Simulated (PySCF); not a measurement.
System: C$_{4}$H$_{7}$ClOSi$_{2}$ (SMILES [SiH3]OC1=CC=C(Cl)[SiH2]1).

```xyz
15

Si    2.8046   -0.2385    0.2157
O     1.3772   -0.9471   -0.0890
C     0.1147   -0.4912   -0.1047
C    -0.9338   -1.2870   -0.3935
C    -2.2384   -0.6586   -0.3729
C    -2.2485    0.6478   -0.0680
Cl   -3.6924    1.5783    0.0102
Si   -0.4904    1.2746    0.2480
H     3.6735   -1.3886    0.0291
H     3.0532    0.8502   -0.7321
H     2.8300    0.3081    1.5745
H    -0.8388   -2.3356   -0.6293
H    -3.1220   -1.2381   -0.5936
H    -0.2615    1.6913    1.6285
H    -0.0320    2.2424   -0.7448
```

Geometry: GFN2-xTB.

The calculation used PBE0/pcSseg-1, SCF density, gas phase, non-relativistic (PySCF).

**Predict the electron density and electron localisation function between the atoms.**

C–C (1.34 Å): ρ is about 2.2 e/Å³ halfway; the ELF peaks at about 0.95 between the atoms (a multiple bond).
C–O (1.34 Å): ρ is about 2.3 e/Å³ halfway; the ELF peaks at about 0.90 between the atoms; a shared but strongly polarised pair.
Si–O (1.62 Å): the density is about 1.2 e/Å³ at the midpoint; the ELF peaks at about 0.85 between the atoms, as expected for a polar covalent bond.
C–Cl (1.72 Å): the density is about 1.5 e/Å³ at the midpoint; the ELF peaks at about 0.90 between the atoms, as expected for a covalent bond.

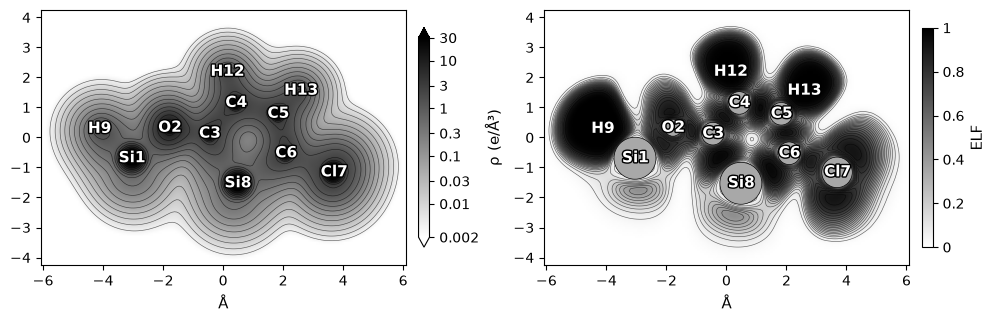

Computed electron density and electron localisation function on the plane of atoms Si1, O2 and C3, in this order. Grey discs cover the atomic cores in the ELF map. 
